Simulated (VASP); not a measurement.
Data:

```
TiO2
1.0
    4.58978     0.00000     0.00000
    0.00000     4.58978     0.00000
    0.00000     0.00000     2.95821
Ti O
2 4
Direct
  0.00000   0.00000   0.00000
  0.50000   0.50000   0.50000
  0.30426   0.30426   0.00000
  0.80426   0.19574   0.50000
  0.19574   0.80426   0.50000
  0.69574   0.69574   0.00000
```

Level of theory: r2SCAN+rVV10, VASP's PBE PAW potentials (set 64) (plane waves; VASP). Settings: 520 eV cut-off, 6×6×8 Γ-centred mesh, tetrahedra with Blöchl corrections, potentials Ti_sv O.

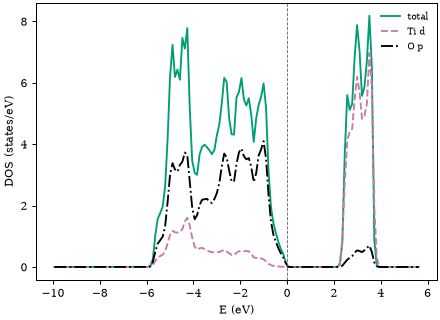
Total and projected density of states, zero at the valence-band maximum

Within 2 eV below the valence-band maximum the largest weight inside VASP's projection spheres is O p.

The gap is direct, 2.21 eV, from the valence maximum at Γ to the conduction minimum at Γ.

The compound is TiO2 in the rutile structure. It was relaxed first.
